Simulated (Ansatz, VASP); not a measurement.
**Cross-check of MnO (Manganosite) between VASP and Ansatz**

One calculation is typed for both programs; each brings its own data sets and cutoff. How far apart do they land? The cell comes out of earlier VASP steps on this material, which relaxed, scaled or displaced it; both programs get it as it stands.

Program: Ansatz 0.2.0. Level of theory: plane waves, with VASP 6.6.1 beside it; relaxation of cell and atoms at LDA, DFT+U and zone-centre phonons at PBEsol, DFT+U. Results are calculated unless marked as measured.

## (1) Starting point

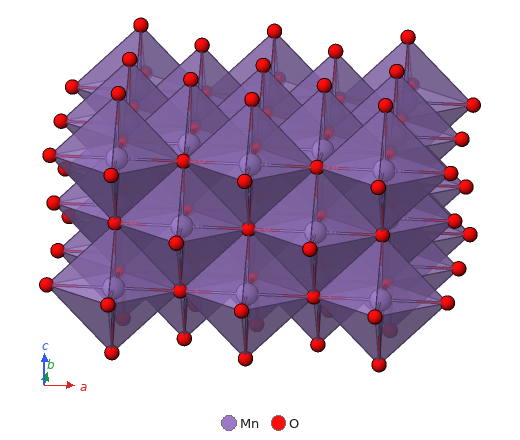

Start, viewed slightly off an axis; manganese light purple, oxygen red. 2×2×1 cells are drawn. This picture shows the conventional cell, with its axes. Some periodic images of atoms are drawn too.

## (2) VASP: relaxation of cell and atoms, LDA, DFT+U

The relaxed volume is the usual yardstick between codes: its relative difference is about their pressure difference at one cell divided by the bulk modulus.

Lines of VASP's logs that name or quote its potential files are left out, and so is its time.

Contents of INCAR:

```
SYSTEM = MnO
PREC = Accurate
ENCUT = 520
EDIFF = 1E-07
NELM = 100
ISMEAR = 0
SIGMA = 0.03
LREAL = .FALSE.
ALGO = Normal
GGA = CA
NBANDS = 16
ISPIN = 2
MAGMOM = 4 0
LDAU = .TRUE.
LDAUTYPE = 2
LDAUL = 2 -1
LDAUU = 3.9 0
LDAUJ = 0 0
LDAUPRINT = 1
LASPH = .TRUE.
LMAXMIX = 4
LORBIT = 11
LWAVE = .FALSE.
LCHARG = .FALSE.
KPAR = 2
IBRION = 2
NSW = 50
ISIF = 3
EDIFFG = -0.002
```

Contents of POSCAR:

```
MnO
1.0
    0.0000000000      2.2000344550      2.2000344550
    2.2000344550      0.0000000000      2.2000344550
    2.2000344550      2.2000344550      0.0000000000
Mn O
1 1
Direct
    0.0000000000      0.0000000000      0.0000000000
    0.5000000000      0.5000000000      0.5000000000
```

Contents of KPOINTS:

```
Automatic mesh
0
Gamma
8 8 8
0 0 0
```

Potentials, in the order of the species: Mn_pv and O (LDA family, release 64).

Started as:

```
$ mpirun -np 2 vasp_std
```

Numbers of over 12 decimals in the logs are rounded to 6 here.

Log:

```text
[banner, memory and clock lines left out]
running    2 mpi-ranks, on    1 nodes
 distrk:  each k-point on    1 cores,    2 groups
 distr:  one band on    1 cores,    1 groups

 POSCAR found type information on POSCAR MnO
 POSCAR found :  2 types and       2 ions
 LDA part: xc-table for (Slater(with rela. corr.)+CA(PZ))
 , standard interpolation
 POSCAR, INCAR and KPOINTS ok, starting setup
 FFT: planning ... GRIDC
 FFT: planning ... GRID_SOFT
 FFT: planning ... GRID
 WAVECAR not read
 entering main loop
       N       E                     dE             d eps       ncg     rms          rms(c)
DAV:   1     0.158927535459E+03    0.15893E+03   -0.11127E+04  1856   0.142E+03
DAV:   2    -0.105636127123E+02   -0.16949E+03   -0.15950E+03  2088   0.372E+02
DAV:   3    -0.170237385040E+02   -0.64601E+01   -0.64316E+01  1992   0.814E+01
DAV:   4    -0.170752724669E+02   -0.51534E-01   -0.51532E-01  2144   0.753E+00
DAV:   5    -0.170759896891E+02   -0.71722E-03   -0.71722E-03  1992   0.864E-01    0.150E+01
DAV:   6    -0.162739024497E+02    0.80209E+00   -0.12142E+01  2296   0.415E+01    0.151E+01
DAV:   7    -0.165272604478E+02   -0.25336E+00   -0.11586E+00  1856   0.153E+01    0.905E+00
DAV:   8    -0.165220272031E+02    0.52332E-02   -0.14724E-01  1992   0.366E+00    0.532E+00
DAV:   9    -0.165268444155E+02   -0.48172E-02   -0.23505E-02  1984   0.198E+00    0.551E-01
DAV:  10    -0.165271851403E+02   -0.34072E-03   -0.56408E-03  2152   0.103E+00    0.957E-02
DAV:  11    -0.165272045165E+02   -0.19376E-04   -0.24382E-04  1952   0.162E-01    0.552E-02
DAV:  12    -0.165272174096E+02   -0.12893E-04   -0.27514E-05  1928   0.580E-02    0.237E-02
DAV:  13    -0.165272185018E+02   -0.10922E-05   -0.17762E-06  1968   0.189E-02    0.936E-03
DAV:  14    -0.165272182954E+02    0.20639E-06   -0.19215E-06  1960   0.126E-02    0.469E-03
DAV:  15    -0.165272186846E+02   -0.38924E-06   -0.96973E-08  1272   0.425E-03    0.110E-03
DAV:  16    -0.165272186846E+02    0.20464E-10   -0.18193E-08   936   0.115E-03
   1 F= -.16527219E+02 E0= -.16527219E+02  d E =-.165272E+02  mag=     5.0000
 curvature:   0.00 expect dE= 0.000E+00 dE for cont linesearch  0.000E+00
 trial: gam= 0.00000 g(F)=  0.965E-60 g(S)=  0.167E-05 ort = 0.000E+00 (trialstep = 0.100E+01)
 search vector abs. value=  0.167E-05
 bond charge predicted
       N       E                     dE             d eps       ncg     rms          rms(c)
DAV:   1    -0.165272454588E+02   -0.26774E-04   -0.48138E-04  1872   0.328E-01    0.469E-02
DAV:   2    -0.165272192261E+02    0.26233E-04   -0.54223E-05  1888   0.107E-01    0.385E-02
DAV:   3    -0.165272188843E+02    0.34185E-06   -0.65374E-06  1888   0.324E-02    0.155E-02
DAV:   4    -0.165272185146E+02    0.36969E-06   -0.27921E-07  1632   0.491E-03    0.738E-03
DAV:   5    -0.165272183238E+02    0.19079E-06   -0.16584E-07  1640   0.481E-03    0.181E-03
DAV:   6    -0.165272183354E+02   -0.11563E-07   -0.31054E-08   936   0.262E-03
   2 F= -.16527218E+02 E0= -.16527218E+02  d E =0.349274E-06  mag=     5.0000
 trial-energy change:    0.000000  1 .order   -0.000000   -0.000002    0.000002
 step:   0.3459(harm=  0.5196)  dis= 0.00000  next Energy=   -16.527219 (dE=-0.273E-06)
 bond charge predicted
       N       E                     dE             d eps       ncg     rms          rms(c)
DAV:   1    -0.165272305470E+02   -0.12223E-04   -0.20746E-04  1872   0.215E-01    0.306E-02
DAV:   2    -0.165272192201E+02    0.11327E-04   -0.23308E-05  1888   0.706E-02    0.252E-02
DAV:   3    -0.165272190923E+02    0.12771E-06   -0.28333E-06  1888   0.213E-02    0.101E-02
DAV:   4    -0.165272189464E+02    0.14599E-06   -0.11542E-07  1368   0.319E-03    0.481E-03
DAV:   5    -0.165272188804E+02    0.65915E-07   -0.83969E-08  1400   0.350E-03
   3 F= -.16527219E+02 E0= -.16527219E+02  d E =-.195817E-06  mag=     5.0000
 curvature:  -0.23 expect dE=-0.441E-07 dE for cont linesearch -0.441E-07
 trial: gam= 0.00000 g(F)=  0.595E-59 g(S)=  0.195E-06 ort =-0.572E-06 (trialstep = 0.869E+00)
 search vector abs. value=  0.196E-06
 reached required accuracy - stopping structural energy minimisation
```

From OUTCAR (step 2):

```text
ion  position               nearest neighbor table
   1  0.000  0.000  0.000-   2 2.20   2 2.20   2 2.20   2 2.20   2 2.20   2 2.20
   2  0.500  0.500  0.500-   1 2.20   1 2.20   1 2.20   1 2.20   1 2.20   1 2.20

  LATTYP: Found a face centered cubic cell.
 ALAT       =     4.4000689100

 Subroutine GETGRP returns: Found 48 space group operations
 (whereof 48 operations were pure point group operations)

The static configuration has the point symmetry O_h .

 Found     29 irreducible k-points:

   k-points           NKPTS =     29   k-points in BZ     NKDIM =     29   number of bands    NBANDS=     16

   dimension x,y,z NGX =    24 NGY =   24 NGZ =   24
   dimension x,y,z NGXF=    48 NGYF=   48 NGZF=   48

   ENCUT  =  520.0 eV  38.22 Ry    6.18 a.u.   5.78  5.78  5.78*2*pi/ulx,y,z

   NELECT =      19.0000    total number of electrons

 k-points in reciprocal lattice and weights: Automatic mesh
   0.00000000  0.00000000  0.00000000       0.002
   0.12500000  0.00000000  0.00000000       0.016
   0.25000000  0.00000000  0.00000000       0.016
   0.37500000  0.00000000  0.00000000       0.016
   0.50000000  0.00000000  0.00000000       0.008
   0.12500000  0.12500000  0.00000000       0.012
   0.25000000  0.12500000  0.00000000       0.047
   0.37500000  0.12500000  0.00000000       0.047
   0.50000000  0.12500000  0.00000000       0.047
[...]
-0.37500000  0.50000000  0.12500000       0.023
  -0.25000000  0.50000000  0.25000000       0.012

atom =   1  type =  1  l = 2

 onsite density matrix

spin component  1

  0.9382  0.0000 -0.0000 -0.0000 -0.0000
  0.0000  0.9382 -0.0000 -0.0000  0.0000
 -0.0000 -0.0000  0.9786  0.0000  0.0000
 -0.0000 -0.0000  0.0000  0.9382  0.0000
 -0.0000  0.0000  0.0000  0.0000  0.9786

spin component  2

  0.0224 -0.0000  0.0000 -0.0000  0.0000
 -0.0000  0.0224  0.0000 -0.0000 -0.0000
  0.0000  0.0000  0.0829 -0.0000 -0.0000
 -0.0000 -0.0000 -0.0000  0.0224  0.0000
  0.0000 -0.0000 -0.0000  0.0000  0.0829

 occupancies and eigenvectors

  o =  0.0224  v =  0.0000  0.0000  0.0000  0.0000  0.0000 -0.0078 -0.0054 -0.0000 -1.0000  0.0000      0.0000  0.0000  0.0000  0.0000  0.0000  0.0000  0.0000  0.0000  0.0000  0.0000
  o =  0.0224  v =  0.0000  0.0000  0.0000  0.0000  0.0000  1.0000  0.0042 -0.0000 -0.0078 -0.0000      0.0000  0.0000  0.0000  0.0000  0.0000  0.0000  0.0000  0.0000  0.0000  0.0000
  o =  0.0224  v =  0.0000  0.0000  0.0000  0.0000  0.0000  0.0042 -1.0000  0.0000  0.0054 -0.0000      0.0000  0.0000  0.0000  0.0000  0.0000  0.0000  0.0000  0.0000  0.0000  0.0000
  o =  0.0829  v =  0.0000  0.0000  0.0000  0.0000  0.0000 -0.0000 -0.0000 -0.9968  0.0000 -0.0805      0.0000  0.0000  0.0000  0.0000  0.0000  0.0000  0.0000  0.0000  0.0000  0.0000
  o =  0.0829  v =  0.0000  0.0000  0.0000  0.0000  0.0000  0.0000 -0.0000 -0.0805  0.0000  0.9968      0.0000  0.0000  0.0000  0.0000  0.0000  0.0000  0.0000  0.0000  0.0000  0.0000
  o =  0.9382  v =  0.0000  0.9992 -0.0000 -0.0402 -0.0000  0.0000  0.0000  0.0000  0.0000  0.0000      0.0000  0.0000  0.0000  0.0000  0.0000  0.0000  0.0000  0.0000  0.0000  0.0000
  o =  0.9382  v =  1.0000  0.0000  0.0000  0.0000  0.0000  0.0000  0.0000  0.0000  0.0000  0.0000      0.0000  0.0000  0.0000  0.0000  0.0000  0.0000  0.0000  0.0000  0.0000  0.0000
  o =  0.9382  v =  0.0000 -0.0402 -0.0000 -0.9992 -0.0000  0.0000  0.0000  0.0000  0.0000  0.0000      0.0000  0.0000  0.0000  0.0000  0.0000  0.0000  0.0000  0.0000  0.0000  0.0000
  o =  0.9786  v =  0.0000 -0.0000 -1.0000  0.0000 -0.0021  0.0000  0.0000  0.0000  0.0000  0.0000      0.0000  0.0000  0.0000  0.0000  0.0000  0.0000  0.0000  0.0000  0.0000  0.0000
  o =  0.9786  v =  0.0000  0.0000 -0.0021 -0.0000  1.0000  0.0000  0.0000  0.0000  0.0000  0.0000      0.0000  0.0000  0.0000  0.0000  0.0000  0.0000  0.0000  0.0000  0.0000  0.0000

 average (electrostatic) potential at core
       1 -67.5477       2 -69.3580

 E-fermi :   7.3050

 spin component 1
 k-point     1 :       0.0000    0.0000    0.0000
  band No.  band energies     occupation
    ...
      8       3.2972      1.00000
      9       3.2972      1.00000
     10       4.0086      1.00000
     11       4.0086      1.00000
     12       4.0086      1.00000
     13       7.4201      0.00000
     14      21.5951      0.00000
     15      23.4397      0.00000
     16      23.4397      0.00000

 k-point     2 :       0.1250    0.0000    0.0000
  band No.  band energies     occupation
    ...
      8       3.1128      1.00000
      9       3.1128      1.00000
     10       3.8268      1.00000
     11       4.9414      1.00000
     12       4.9414      1.00000
     13       8.4308      0.00000
     14      19.8008      0.00000
     15      23.0596      0.00000
     16      23.0596      0.00000

 k-point     3 :       0.2500    0.0000    0.0000
  band No.  band energies     occupation
    ...
      8       3.3981      1.00000
      9       3.3981      1.00000
     10       4.0250      1.00000
     11       6.0485      1.00000
     12       6.0485      1.00000
     13      10.0520      0.00000
     14      17.4471      0.00000
     15      21.5989      0.00000
     16      21.5989      0.00000

 k-point     4 :       0.3750    0.0000    0.0000
  band No.  band energies     occupation
    ...
      8       3.7052      1.00000
      9       3.7052      1.00000
     10       4.4152      1.00000
     11       6.8567      1.00000
     12       6.8567      1.00000
     13      11.0326      0.00000
     14      15.9990      0.00000
     15      20.1437      0.00000
     16      20.1437      0.00000

 k-point     5 :       0.5000    0.0000    0.0000
  band No.  band energies     occupation
    ...
      8       3.8377      1.00000
      9       3.8377      1.00000
     10       4.6301      1.00000
     11       7.1583      1.00000
     12       7.1583      1.00000
     13      11.1734      0.00000
     14      15.6905      0.00000
     15      19.5765      0.00000
     16      19.5765      0.00000

 k-point     6 :       0.1250    0.1250    0.0000
  band No.  band energies     occupation
    ...
      8       2.7991      1.00000
      9       3.3584      1.00000
     10       4.3497      1.00000
     11       4.3497      1.00000
     12       4.7939      1.00000
     13       8.8697      0.00000
     14      19.9312      0.00000
     15      22.4615      0.00000
     16      22.4615      0.00000

  Total        0.0016433      0.0016433      0.0016433      0.0000000      0.0000000      0.0000000
  in kB        0.1236433      0.1236433      0.1236433      0.0000000      0.0000000      0.0000000
  external PRESSURE =       0.1236433 kB  Pullay stress =       0.0000000 kB

  energy-cutoff  :      520.00
  volume of cell :       21.29
      direct lattice vectors                 reciprocal lattice vectors
     0.000000000  2.199946141  2.199946141    -0.227278291  0.227278291  0.227278291
     2.199946141 -0.000000000  2.199946141     0.227278291 -0.227278291  0.227278291
     2.199946141  2.199946141 -0.000000000     0.227278291  0.227278291 -0.227278291

 POSITION                                       TOTAL-FORCE (eV/Angst)
 -----------------------------------------------------------------------------------
      0.00000      0.00000      0.00000         0.000000     -0.000000      0.000000
      2.19995      2.19995      2.19995        -0.000000      0.000000     -0.000000
 -----------------------------------------------------------------------------------
    total drift:                                0.000000     -0.000000     -0.000000

  FREE ENERGIE OF THE ION-ELECTRON SYSTEM (eV)
  ---------------------------------------------------
  free  energy   TOTEN  =       -16.5272188804 eV

  energy  without entropy=      -16.5272188804  energy(sigma->0) =      -16.52721888

 reached required accuracy - stopping structural energy minimisation

 total charge
# of ion       s       p       d       tot
------------------------------------------
    1        0.220   6.200   4.984  11.404
    2        1.543   3.444   0.000   4.987
--------------------------------------------------
tot          1.763   9.644   4.984  16.391

 magnetization (x)
# of ion       s       p       d       tot
------------------------------------------
    1        0.028   0.022   4.529   4.578
    2        0.024   0.159   0.000   0.183
--------------------------------------------------
tot          0.051   0.181   4.529   4.761

[... 6 further parts left out ...]
```

CONTCAR:

```
MnO
   1.00000000000000
     0.0000000000000000    2.1999461406496219    2.1999461406496219
     2.1999461406496219   -0.0000000000000000    2.1999461406496219
     2.1999461406496219    2.1999461406496219   -0.0000000000000000
  Mn              O
     1     1
Direct
     0.0000000000000000    0.0000000000000000    0.0000000000000000
     0.5000000000000000    0.5000000000000000    0.5000000000000000
```

[end of part 1 of 2]

[Lines on the potential files, build, host, timing and source positions are cut from VASP's logs without a mark.]

[Logs are printed without paths, hosts, clocks, repeated set-up lines and the standing remarks that a program may print on its own settings, such as how far it seeks lower states.]

[Hosts, paths, dates, database ids (printed as entryN), source tags and the programs' standing remarks are cut or masked in the printed files.]
